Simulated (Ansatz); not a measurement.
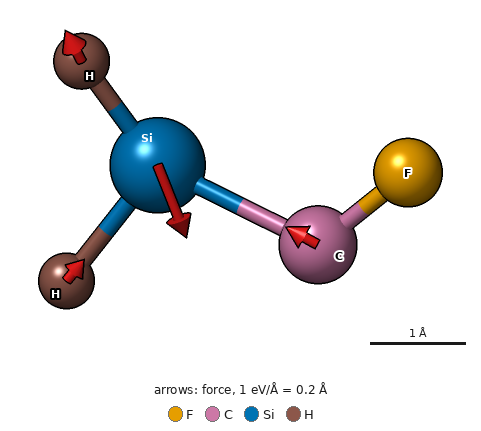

Starting geometry of CH2FSi (multiplicity 2) with the computed forces as red arrows. A ball-and-stick model, seen at a tilt.

Level of theory: UKS wB97X-V/def2-SVP (Ansatz 0.2.0).

The input:
```yaml
crystal:
  periodic: [false, false, false]
  atoms:
    - {symbol: F, position_ang: [0.523941, -1.642086, 1.415279]}
    - {symbol: C, position_ang: [0.753351, -0.429932, 0.996841]}
    - {symbol: Si, position_ang: [-0.461888, 0.352654, -0.334372]}
    - {symbol: H, position_ang: [-1.257550, -0.064195, -1.409624]}
    - {symbol: H, position_ang: [0.200420, 1.747047, -0.721777]}
basis:
  gaussian: {orbitals: def2-SVP}
magnetization: {spin_polarized: true, initial_magnetization: 1}
hamiltonian: {xc: {name: wB97X-V}}
relax: {f_tol: 0.2, max_steps: 80, max_displacement: 0.05}
```

Run as
```bash
ansatz run in.yaml --threads 2 --pin off --events-out ev --progress --plain --max-ram 3481MiB
```

> What follows when this structure is relaxed?

It isn't relaxed: the largest force vector, on Si3, is 4.37 eV/Å. The final displacements follow the starting forces only in part (cosine between the two patterns 0.52). The energy falls by 0.932 eV in 7 geometry steps. Largest force component: 2.7 eV/Å at the start, 0.14 eV/Å at the end. The atom that moves furthest after the best rigid fit is C2 (0.26 Å). By element the largest moves are C 0.26 Å, Si 0.16 Å, H 0.15 Å, F 0.05 Å. Among the contacts that change: C2–Si3 1.965 → 1.712 Å, Si3–H5 1.592 → 1.469 Å, Si3–H4 1.401 → 1.482 Å, F1–C2 1.303 → 1.298 Å. Among the angles between lasting bonds that change: F1–C2–Si3 118.6° → 140.8°, C2–Si3–H4 138.8° → 123.1°, C2–Si3–H5 104.9° → 116.2°. The run took 47 s on 2 threads of Intel Xeon Platinum 8259CL @ 2.50GHz (shared host).
